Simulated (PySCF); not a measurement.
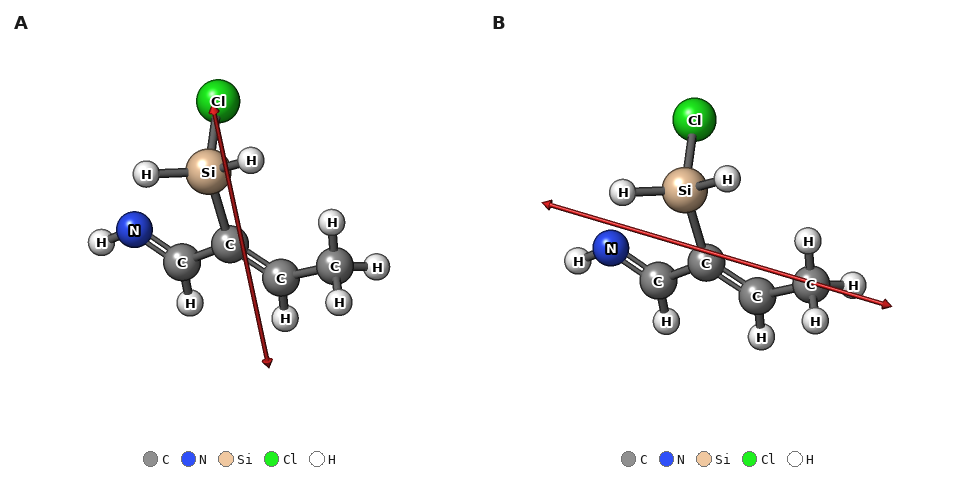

The double arrows show the directions of two transition dipoles from the ground state (lengths mean nothing). The computed structure is the end point of a GFN2-xTB optimisation. No frequency run is at hand to confirm it as a minimum. Level of theory: TDDFT PBE0/def2-SVPD, vertical, gas phase, core orbitals frozen in the response (PySCF 2.14.0).

**One belongs to singlet state 4 and one to singlet state 6. Which is which?**

A: state 6, 6.56 eV (189 nm), oscillator strength 0.032, mainly HOMO → LUMO+1 (weight 0.86).
B: state 4, 6.16 eV (201 nm), oscillator strength 0.11, mainly HOMO−3 → LUMO (weight 0.54).

The geometry is semi-empirical. Around Si such bond lengths and angles can be off by a tenth of an ångström or more and by several degrees, and values that hang on the shape move with them.
